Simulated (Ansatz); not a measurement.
**Preparing Cs2Li3Br5 (C2/m) as a host crystal**

Aim: the runs on the perfect crystal Cs2Li3Br5 (C2/m) that a defect calculation needs first.

Program: Ansatz 0.2.0. Level of theory: plane-wave PAW DFT, PBEsol; relaxation of the defect-free supercell from random displacements, a test of the host's stability. Results are calculated unless marked as measured.

## (1) The structure

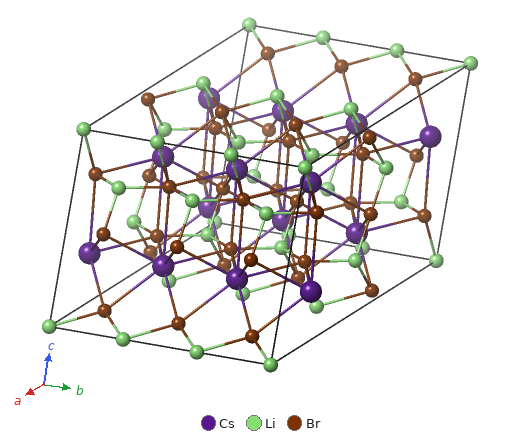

Start, viewed slightly off an axis; caesium purple, lithium green, bromine brown. Some periodic images of atoms are drawn too.

The cell holds 60 atoms: 12 Cs, 18 Li and 30 Br. Cell: a = 15.495 Å, b = 12.965 Å, c = 9.925 Å, α = 90.0°, β = 114.9°, γ = 90.0°.

## (2) Defect free supercell relaxed from displaced atoms

The input displaces the atoms at random before the relaxation, so that it can leave a symmetric saddle if there is one.

Input file pristine.rattled/input.yaml:

```yaml
crystal:
  lattice:
    - [15.494855914, 0.0, -0.0001788321]
    - [0.0, 12.9646810134, 0.0]
    - [-4.17735126, 0.0, 9.0033023734]
  atoms:
    - { symbol: Cs, position: [0.1860709733, 0.0, 0.7266378774] }
    - { symbol: Cs, position: [0.6860709733, 0.1666666667, 0.7266378774] }
    - { symbol: Cs, position: [0.3139290267, 0.1666666667, 0.2733621226] }
    - { symbol: Cs, position: [0.8139290267, 0.0, 0.2733621226] }
    - { symbol: Li, position: [0.4509984143, 0.0, 0.7086854001] }
    - { symbol: Li, position: [0.9509984143, 0.1666666667, 0.7086854001] }
    - { symbol: Li, position: [0.0490015857, 0.1666666667, 0.2913145999] }
    - { symbol: Li, position: [0.5490015857, 0.0, 0.2913145999] }
    - { symbol: Li, position: [0.0, 0.0, 0.0] }
    - { symbol: Li, position: [0.5, 0.1666666667, 0.0] }
    - { symbol: Br, position: [0.0988094697, 0.1666666667, 0.9395531852] }
    - { symbol: Br, position: [0.5988094697, 0.0, 0.9395531852] }
    - { symbol: Br, position: [0.4011905303, 0.0, 0.0604468148] }
    - { symbol: Br, position: [0.9011905303, 0.1666666667, 0.0604468148] }
    - { symbol: Br, position: [0.1332420474, 0.0, 0.2972839706] }
    - { symbol: Br, position: [0.6332420474, 0.1666666667, 0.2972839706] }
    - { symbol: Br, position: [0.0, 0.1666666667, 0.5] }
    - { symbol: Br, position: [0.5, 0.0, 0.5] }
    - { symbol: Br, position: [0.3667579526, 0.1666666667, 0.7027160294] }
    - { symbol: Br, position: [0.8667579526, 0.0, 0.7027160294] }
    - { symbol: Cs, position: [0.1860709733, 0.3333333333, 0.7266378774] }
    - { symbol: Cs, position: [0.6860709733, 0.5, 0.7266378774] }
    - { symbol: Cs, position: [0.3139290267, 0.5, 0.2733621226] }
    - { symbol: Cs, position: [0.8139290267, 0.3333333333, 0.2733621226] }
    - { symbol: Li, position: [0.4509984143, 0.3333333333, 0.7086854001] }
    - { symbol: Li, position: [0.9509984143, 0.5, 0.7086854001] }
    - { symbol: Li, position: [0.0490015857, 0.5, 0.2913145999] }
    - { symbol: Li, position: [0.5490015857, 0.3333333333, 0.2913145999] }
    - { symbol: Li, position: [0.0, 0.3333333333, 0.0] }
    - { symbol: Li, position: [0.5, 0.5, 0.0] }
    - { symbol: Br, position: [0.0988094697, 0.5, 0.9395531852] }
    - { symbol: Br, position: [0.5988094697, 0.3333333333, 0.9395531852] }
    - { symbol: Br, position: [0.4011905303, 0.3333333333, 0.0604468148] }
    - { symbol: Br, position: [0.9011905303, 0.5, 0.0604468148] }
    - { symbol: Br, position: [0.1332420474, 0.3333333333, 0.2972839706] }
    - { symbol: Br, position: [0.6332420474, 0.5, 0.2972839706] }
    - { symbol: Br, position: [0.0, 0.5, 0.5] }
    - { symbol: Br, position: [0.5, 0.3333333333, 0.5] }
    - { symbol: Br, position: [0.3667579526, 0.5, 0.7027160294] }
    - { symbol: Br, position: [0.8667579526, 0.3333333333, 0.7027160294] }
    - { symbol: Cs, position: [0.1860709733, 0.6666666667, 0.7266378774] }
    - { symbol: Cs, position: [0.6860709733, 0.8333333333, 0.7266378774] }
    - { symbol: Cs, position: [0.3139290267, 0.8333333333, 0.2733621226] }
    - { symbol: Cs, position: [0.8139290267, 0.6666666667, 0.2733621226] }
    - { symbol: Li, position: [0.4509984143, 0.6666666667, 0.7086854001] }
    - { symbol: Li, position: [0.9509984143, 0.8333333333, 0.7086854001] }
    - { symbol: Li, position: [0.0490015857, 0.8333333333, 0.2913145999] }
    - { symbol: Li, position: [0.5490015857, 0.6666666667, 0.2913145999] }
    - { symbol: Li, position: [0.0, 0.6666666667, 0.0] }
    - { symbol: Li, position: [0.5, 0.8333333333, 0.0] }
    - { symbol: Br, position: [0.0988094697, 0.8333333333, 0.9395531852] }
    - { symbol: Br, position: [0.5988094697, 0.6666666667, 0.9395531852] }
    - { symbol: Br, position: [0.4011905303, 0.6666666667, 0.0604468148] }
    - { symbol: Br, position: [0.9011905303, 0.8333333333, 0.0604468148] }
    - { symbol: Br, position: [0.1332420474, 0.6666666667, 0.2972839706] }
    - { symbol: Br, position: [0.6332420474, 0.8333333333, 0.2972839706] }
    - { symbol: Br, position: [0.0, 0.8333333333, 0.5] }
    - { symbol: Br, position: [0.5, 0.6666666667, 0.5] }
    - { symbol: Br, position: [0.3667579526, 0.8333333333, 0.7027160294] }
    - { symbol: Br, position: [0.8667579526, 0.6666666667, 0.7027160294] }
basis:
  ecutwfc: 420
  xc_grid: 2
hamiltonian:
  xc: pbesol
kpoints:
  mp_grid: { grid: [1, 1, 1], shift: [0.25, 0.25, 0.25] }
scf:
  occupations: { method: fermi_dirac, width: 0.01 }
  max_iter: 80
output:
  forces: true
relax:
  f_tol: 0.01
  max_steps: 120
  random_displacement: { amplitude: 0.08, seed: 3352 }
checkpoint:
  write: "../pristine.rattled.run"
  compress: false
  write_wavefunctions: false
  write_every: 100000
```

The run is started by

```sh
> ansatz run input.yaml --threads 4 --pin off --max-ram 7536MiB --backend cpu --events-out ev --progress --plain --runs-dir out
```

Numbers of over 12 decimals in the logs are rounded to 6 here.

The program printed:

```text
[... repeated set-up lines and file paths are left out, and long positions are rounded to six places ...]
Engine: ansatz 0.2.0, aarch64-unknown-linux-gnu
Pseudopotentials: kind: paw
Pseudopotential: Cs, paw, valence charge 9, recommended cutoff 420 eV (normal), Cs.paw.azcp
Pseudopotential: Li, paw, valence charge 3, recommended cutoff 420 eV (normal), Li.paw.azcp
Pseudopotential: Br, paw, valence charge 7, recommended cutoff 420 eV (normal), Br.paw.azcp
Functional definition: PBEsol
  exchange = pbesol_x
  correlation = pbesol_c
Crystal: 60 atoms, lattice volume = 1808.626 Å³
Basis set: ecut = 420 eV, 35357 PW (Γ), exchange–correlation on 216×180×144 points (8 copies of the dense FFT grid, shifted against one another)
Bands: 246, of which v1, the nominal top of the filled ones, is band 186 counted from 1 (185 counted from 0)
Symmetry: 1 space group operations
k-points: 1
Non-local potential: Cs, projectors of the file, l = 0: 3, l = 1: 2, l = 2: 2, l = 3: 2
Non-local potential: Li, projectors of the file, l = 0: 3, l = 1: 2, l = 2: 1
Non-local potential: Br, projectors of the file, l = 0: 2, l = 1: 2, l = 2: 2
PAW form: soft (Blöchl's): semilocal exchange-correlation on the pseudo side does not see the compensation charge
PAW frozen core: Cs, regenerated for the run's functional, and the local potential with it (the file was generated under x = pbe(κ = 0.804, μ = 0.219515), c = pbe(β = 0.066725))
PAW frozen core: Br, regenerated for the run's functional, and the local potential with it (the file was generated under x = pbe(κ = 0.804, μ = 0.219515), c = pbe(β = 0.066725))
PAW one-centre angular grid: Cs, 194 points (default); XC on 64 Gauss nodes
PAW one-centre angular grid: Li, 110 points (default); XC on 64 Gauss nodes
PAW one-centre angular grid: Br, 110 points (default); XC on 64 Gauss nodes
Initial density: superposition of atomic densities (neutral atoms: chi_scale 0, normalization atom), corrected by the library's trained network
Initial wavefunctions: pseudopotential atomic-orbital guess
Functional: x = pbesol(κ = 0.804, μ = 0.123457), c = pbesol(β = 0.046)
SCF iter   1: F=—  HF=-152876.266318 eV  |F-HF|=—  |Δ(HF+E_count)|=         —  Δρ=1.48e-3  dr2=4.49e-2  ethr=1.77e-3  ⟨swp⟩=9.0  Hψ=1217  notcnv=0  defer=30
preconditioner: auto → Resta (q_TF=auto, 2.096 Å⁻¹)  ε∞=2.9  [insulator: Δε(μ)=5.040 eV  Ē_g=11.145 eV  σ=0.010 eV  W_gap=1.00  n_scr=282 (ndim 8)  ℏωp=15.4 eV  f_vac=0.025  D(μ)=0.00/eV (n_scr^D=0)  ε∞_Penn≈2.9]
SCF iter   2: F=—  HF=-152876.259086 eV  |F-HF|=—  |Δ(HF+E_count)|=   7.23e-3  Δρ=9.10e-4  dr2=1.89e-2  ethr=1.21e-5  ⟨swp⟩=3.0  Hψ=603  notcnv=0  defer=56
SCF iter   3: F=—  HF=-152876.259465 eV  |F-HF|=—  |Δ(HF+E_count)|=   3.79e-4  Δρ=2.80e-4  dr2=1.71e-3  ethr=5.09e-6  ⟨swp⟩=2.0  Hψ=380  notcnv=0  defer=56
SCF iter   4: F=—  HF=-152876.259685 eV  |F-HF|=—  |Δ(HF+E_count)|=   2.20e-4  Δρ=8.20e-5  dr2=1.33e-4  ethr=4.60e-7  ⟨swp⟩=2.0  Hψ=346  notcnv=0  defer=56
SCF iter   5: F=—  HF=-152876.259829 eV  |F-HF|=—  |Δ(HF+E_count)|=   1.44e-4  Δρ=1.43e-5  dr2=6.94e-6  ethr=3.59e-8  ⟨swp⟩=2.0  Hψ=346  notcnv=0  defer=56
SCF iter   6: F=-152876.259839 eV  HF=-152876.259838 eV  |F-HF|=2.86e-7  |Δ(HF+E_count)|=   9.78e-6  Δρ=3.47e-6  dr2=3.66e-7  ethr=6.72e-10  ⟨swp⟩=4.0  Hψ=772  notcnv=0
SCF 1 converged in 6 iterations: F = -152876.259839 eV  dr2 = 3.66e-7
  greatest PAW one-centre occupation: 1.000 electrons in one spin orbital (limit 2), on the Li atom at site 27 (counted from 0), in its partial waves of l = 0
relax step   1: F+E_penalty+E_count = -152876.25983867 eV  Δ(F+E_penalty+E_count) = +0.000e0 eV  max|allowed force component| = 3.085e-1 eV/Å  Δτ_max = 0.0000 Å  (6 SCF iters, dr2 threshold 2.50e-6 eV, accepted)
[... the SCF cycles and remarks between the steps are left out from here to the last step ...]
relax step   2: F+E_penalty+E_count = -152876.54040605 eV  Δ(F+E_penalty+E_count) = -2.806e-1 eV  max|allowed force component| = 1.437e-1 eV/Å  Δτ_max = 0.1610 Å  (5 SCF iters, dr2 threshold 5.95e-6 eV, accepted)
relax step   3: F+E_penalty+E_count = -152876.61349027 eV  Δ(F+E_penalty+E_count) = -7.308e-2 eV  max|allowed force component| = 1.095e-2 eV/Å  Δτ_max = 0.0997 Å  (6 SCF iters, dr2 threshold 1.29e-6 eV, accepted)
SCF iter   1: F=—  HF=-152876.614786 eV  |F-HF|=—  |Δ(HF+E_count)|=         —  Δρ=3.46e-4  dr2=3.32e-3  ethr=1.10e-5  ⟨swp⟩=5.0  Hψ=486  notcnv=0  defer=56
SCF iter   2: F=—  HF=-152876.614260 eV  |F-HF|=—  |Δ(HF+E_count)|=   5.26e-4  Δρ=1.70e-4  dr2=6.30e-4  ethr=8.92e-7  ⟨swp⟩=2.0  Hψ=350  notcnv=0  defer=56
SCF iter   3: F=—  HF=-152876.614201 eV  |F-HF|=—  |Δ(HF+E_count)|=   5.88e-5  Δρ=3.32e-5  dr2=2.37e-5  ethr=1.69e-7  ⟨swp⟩=2.0  Hψ=375  notcnv=0  defer=56
SCF iter   4: F=—  HF=-152876.614781 eV  |F-HF|=—  |Δ(HF+E_count)|=   5.80e-4  Δρ=6.92e-6  dr2=1.99e-6  ethr=6.38e-9  ⟨swp⟩=3.0  Hψ=435  notcnv=0  defer=56
SCF iter   5: F=—  HF=-152876.614781 eV  |F-HF|=—  |Δ(HF+E_count)|=   2.36e-8  Δρ=2.42e-6  dr2=1.18e-7  ethr=5.36e-10  ⟨swp⟩=3.0  Hψ=485  notcnv=0  defer=56
SCF iter   6: F=-152876.614782 eV  HF=-152876.614782 eV  |F-HF|=1.98e-9  |Δ(HF+E_count)|=   1.49e-7  Δρ=5.17e-7  dr2=7.70e-9  ethr=2.69e-11  ⟨swp⟩=4.0  Hψ=748  notcnv=0
SCF 4 converged in 6 iterations: F = -152876.614782 eV  dr2 = 7.70e-9
relax step   4: F+E_penalty+E_count = -152876.61478159 eV  Δ(F+E_penalty+E_count) = -1.291e-3 eV  max|allowed force component| = 2.526e-3 eV/Å  Δτ_max = 0.0307 Å  (6 SCF iters, accepted)
SCF converged after 6 iterations
Free energy (F): -152876.614782 eV
Harris-Foulkes:  -152876.614782 eV  (|F-HF|=1.98e-9)
Internal energy: -152876.614782 eV  (E = F + TS)
E sigma→0 (E₀):  -152876.614782 eV
Fermi energy:    4.374310 eV
--- Per-component energies (eV) ---
  E_band       = -2724.324299
  E_kinetic    = 6130.276249
  E_local      = -11849.485896  (includes V_loc(G=0)·N_el)
  E_nonlocal   = 1896.188939
  E_hartree    = 3415.535305
  E_xc         = -10136.631842
  E_vxc        = -4911.694261  (∫ρ·V_xc dr)
  E_paw        = -126239.273209  (= ΣΔE_a)
  E_vpaw       = -820.680203  (= ΣTr[D̂ρ^β])
  E_aug_tail   = 0.000295  (compensation charges beyond the density's cutoff)
  E_ewald      = -16097.722653
  E_core_change = 4.498031  (= ΣΔE_core)
  E_smearing   = -0.000000  (= −TS)
  E_closure    = -0.000000  (closes the sum)
  Σ components = -152876.614782   (vs F -152876.614782, Δ=0.00e0)
--- Forces (eV/Å), atoms counted from 1 ---
  atom   1  Cs    -0.00014481     0.00018065    -0.00095450
  atom   2  Cs     0.00116180    -0.00077044    -0.00053252
  atom   3  Cs    -0.00065657    -0.00027842     0.00124871
  atom   4  Cs    -0.00120361     0.00046380     0.00001389
  atom   5  Li     0.00122448     0.00019175    -0.00069183
  atom   6  Li    -0.00030363     0.00006764     0.00007963
  atom   7  Li    -0.00159114    -0.00027087     0.00140194
  atom   8  Li    -0.00043895     0.00031265     0.00012817
  atom   9  Li    -0.00145243     0.00039728     0.00062007
  atom  10  Li    -0.00137819    -0.00024512     0.00063902
  atom  11  Br     0.00129122     0.00113718     0.00034207
  atom  12  Br    -0.00044593    -0.00073354    -0.00078306
  atom  13  Br    -0.00050056     0.00105484    -0.00063516
  atom  14  Br     0.00022617    -0.00002882     0.00079864
  atom  15  Br     0.00045238     0.00014253     0.00004215
  atom  16  Br     0.00018242    -0.00014971    -0.00007413
  atom  17  Br     0.00003669     0.00023614     0.00041984
  atom  18  Br    -0.00018196    -0.00032650    -0.00010611
  atom  19  Br    -0.00051932     0.00041851     0.00021124
  atom  20  Br    -0.00012432    -0.00002499     0.00176207
  atom  21  Cs    -0.00054830    -0.00008293    -0.00095677
  atom  22  Cs     0.00054794     0.00003430    -0.00012603
  atom  23  Cs    -0.00012246    -0.00017580    -0.00034476
  atom  24  Cs     0.00033314    -0.00050580     0.00003781
  atom  25  Li     0.00120857    -0.00017399    -0.00086648
  atom  26  Li     0.00024529     0.00041902    -0.00003896
  atom  27  Li    -0.00124466    -0.00016934     0.00091824
  atom  28  Li     0.00055552    -0.00025884     0.00048004
  atom  29  Li     0.00252584    -0.00166073    -0.00004723
  atom  30  Li     0.00020813     0.00057133    -0.00036145
  atom  31  Br     0.00191683    -0.00024632     0.00012618
  atom  32  Br     0.00068320    -0.00010064    -0.00054550
  atom  33  Br    -0.00030253    -0.00105669    -0.00053446
  atom  34  Br    -0.00018695     0.00020550    -0.00006983
  atom  35  Br     0.00050540     0.00004270     0.00032239
  atom  36  Br    -0.00044126    -0.00001787    -0.00127550
  atom  37  Br    -0.00012792     0.00025117     0.00033542
  atom  38  Br     0.00035069     0.00015134    -0.00000617
  atom  39  Br     0.00024879    -0.00041467     0.00083542
  atom  40  Br    -0.00019617    -0.00003879     0.00083781
  atom  41  Cs    -0.00049381     0.00019979    -0.00065873
  atom  42  Cs     0.00102692     0.00010839    -0.00080764
  atom  43  Cs     0.00017944     0.00015717     0.00086524
  atom  44  Cs     0.00042185     0.00035293    -0.00005620
  atom  45  Li     0.00065488     0.00010469    -0.00113481
  atom  46  Li    -0.00028284     0.00015511     0.00009070
  atom  47  Li    -0.00138355    -0.00010442     0.00065987
  atom  48  Li     0.00025887     0.00069056    -0.00014559
  atom  49  Li    -0.00085820     0.00050784     0.00034852
  atom  50  Li     0.00090937     0.00025663    -0.00070863
  atom  51  Br     0.00088666     0.00028806     0.00023403
  atom  52  Br    -0.00035431     0.00006956    -0.00099661
  atom  53  Br    -0.00072303    -0.00025642    -0.00070598
  atom  54  Br    -0.00050374    -0.00051766     0.00030165
  atom  55  Br     0.00013788    -0.00030844     0.00115388
  atom  56  Br    -0.00066256     0.00013434    -0.00090962
  atom  57  Br    -0.00036989     0.00038738     0.00016616
  atom  58  Br    -0.00044473    -0.00056680    -0.00049323
  atom  59  Br    -0.00019926     0.00009992    -0.00073097
  atom  60  Br    -0.00000062    -0.00030706     0.00092564
  max |Σ_I F_I| component: 4.80e-5 eV/Å
--- Relaxed structure (4 steps of the walk, 4 accepted, 0 SCFs on fresh bases) ---
  F+E_penalty+E_count = -152876.61478159 eV   max|allowed force component| = 2.526e-3 eV/Å
  atoms:
    - { symbol: Cs, position: [0.186625, -0.000297, 0.727564] }
    - { symbol: Cs, position: [0.686457, 0.166495, 0.727472] }
    - { symbol: Cs, position: [0.314398, 0.166399, 0.273787] }
    - { symbol: Cs, position: [0.814580, -0.000300, 0.274216] }
    - { symbol: Li, position: [0.451516, -0.000269, 0.709871] }
    - { symbol: Li, position: [0.951395, 0.166357, 0.709146] }
    - { symbol: Li, position: [0.049491, 0.166441, 0.291703] }
    - { symbol: Li, position: [0.549618, -0.000339, 0.292465] }
    - { symbol: Li, position: [0.000681, -0.000295, 0.000354] }
    - { symbol: Li, position: [0.500992, 0.166395, 0.000941] }
    - { symbol: Br, position: [0.099170, 0.166058, 0.940251] }
    - { symbol: Br, position: [0.599489, -3.322117075834057e-5, 0.940762] }
    - { symbol: Br, position: [0.401749, -0.000532, 0.061419] }
    - { symbol: Br, position: [0.901462, 0.166589, 0.060926] }
    - { symbol: Br, position: [0.133750, -0.000240, 0.297978] }
    - { symbol: Br, position: [0.633741, 0.166427, 0.298391] }
    - { symbol: Br, position: [0.000625, 0.166401, 0.500657] }
    - { symbol: Br, position: [0.500400, -0.000225, 0.500980] }
    - { symbol: Br, position: [0.367278, 0.166387, 0.703810] }
    - { symbol: Br, position: [0.867011, -0.000279, 0.702823] }
    - { symbol: Cs, position: [0.186565, 0.333047, 0.727801] }
    - { symbol: Cs, position: [0.686457, 0.499741, 0.727465] }
    - { symbol: Cs, position: [0.314388, 0.499805, 0.274300] }
    - { symbol: Cs, position: [0.814429, 0.333048, 0.274342] }
    - { symbol: Li, position: [0.451385, 0.333107, 0.709788] }
    - { symbol: Li, position: [0.951369, 0.499767, 0.709183] }
    - { symbol: Li, position: [0.049509, 0.499729, 0.291868] }
    - { symbol: Li, position: [0.549492, 0.333111, 0.292432] }
    - { symbol: Li, position: [-0.000281, 0.333322, 0.000668] }
    - { symbol: Li, position: [0.500531, 0.499655, 0.001241] }
    - { symbol: Br, position: [0.099138, 0.499874, 0.940351] }
    - { symbol: Br, position: [0.599353, 0.333093, 0.940698] }
    - { symbol: Br, position: [0.401678, 0.333383, 0.061384] }
    - { symbol: Br, position: [0.901472, 0.499578, 0.061051] }
    - { symbol: Br, position: [0.133705, 0.333084, 0.297855] }
    - { symbol: Br, position: [0.633942, 0.499711, 0.298848] }
    - { symbol: Br, position: [0.000631, 0.499702, 0.500749] }
    - { symbol: Br, position: [0.500319, 0.333057, 0.500965] }
    - { symbol: Br, position: [0.367138, 0.499774, 0.703520] }
    - { symbol: Br, position: [0.867116, 0.333070, 0.703063] }
    - { symbol: Cs, position: [0.186642, 0.666381, 0.727688] }
    - { symbol: Cs, position: [0.686496, 0.833136, 0.727769] }
    - { symbol: Cs, position: [0.314384, 0.833054, 0.274152] }
    - { symbol: Cs, position: [0.814504, 0.666354, 0.274252] }
    - { symbol: Li, position: [0.451570, 0.666359, 0.709977] }
    - { symbol: Li, position: [0.951354, 0.833064, 0.709123] }
    - { symbol: Li, position: [0.049500, 0.833112, 0.291816] }
    - { symbol: Li, position: [0.549654, 0.666369, 0.292614] }
    - { symbol: Li, position: [0.000573, 0.666393, 0.000454] }
    - { symbol: Li, position: [0.500356, 0.832976, 0.001381] }
    - { symbol: Br, position: [0.099235, 0.833051, 0.940223] }
    - { symbol: Br, position: [0.599471, 0.666255, 0.940866] }
    - { symbol: Br, position: [0.401772, 0.666415, 0.061551] }
    - { symbol: Br, position: [0.901585, 0.833133, 0.060965] }
    - { symbol: Br, position: [0.133653, 0.666428, 0.297809] }
    - { symbol: Br, position: [0.633946, 0.833034, 0.298623] }
    - { symbol: Br, position: [0.000650, 0.832983, 0.500721] }
    - { symbol: Br, position: [0.500461, 0.666502, 0.501111] }
    - { symbol: Br, position: [0.367363, 0.833027, 0.703905] }
    - { symbol: Br, position: [0.867060, 0.666415, 0.703075] }
```

Wall time 2 min (4 threads of Arm Neoverse N1, shared host); peak memory 2.5 GiB; 7.3 min of CPU time.

The steps of the relaxation:

| step | energy less that of the first step (eV) | largest force component (eV/Å) |
| --- | --- | --- |
| 1 | 0.0000 | 0.3085 |
| 2 | -0.2806 | 0.1437 |
| 3 | -0.3537 | 0.0110 |
| 4 | -0.3549 | 0.0025 |

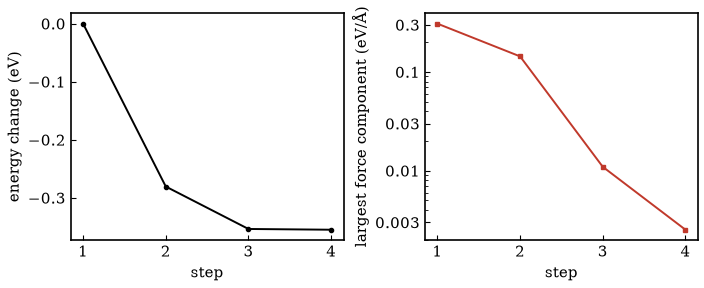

Energy and largest force along the relaxation.

The atoms that moved most (Å, from the sites as typed, ahead of the random displacement, the mean shift of all atoms taken out):

| atom | dx | dy | dz | length |
| --- | --- | --- | --- | --- |
| Li29 | -0.011 | 0.003 | -0.002 | 0.012 |
| Li10 | 0.008 | 0.000 | 0.001 | 0.008 |
| Li9 | 0.005 | 0.000 | -0.004 | 0.007 |
| Br20 | 0.000 | 0.000 | -0.007 | 0.007 |
| Li50 | -0.004 | -0.001 | 0.005 | 0.006 |
| Br36 | 0.000 | 0.000 | 0.006 | 0.006 |

The relaxation ends 5.9 meV an atom lower than the displaced start, with a largest force component of 0.0025 eV/Å.

## (3) Outcome

```json
{
  "symmetric supercell less the displaced and relaxed one": "0.000 eV"
}
```

**Reading.** The energy fell by 0.355 eV from the randomly displaced start; against the sites as typed, Li29 ends farthest off, by 0.01 Å, once the mean shift is taken out. The displaced cell ends within 0.01 eV of the symmetric one, so no lower structure shows in this supercell. All at zero temperature.

[Logs are printed without paths, hosts, clocks, repeated set-up lines and the standing remarks that a program may print on its own settings, such as how far it seeks lower states.]

[Hosts, paths, dates, database ids (printed as entryN), source tags and the programs' standing remarks are cut or masked in the printed files.]

[Runs of the host that timed out are not shown.]

[For some hosts the program warned that the k-mesh of the response run may be too coarse for force constants and the static dielectric constant; such warnings are not always shown.]
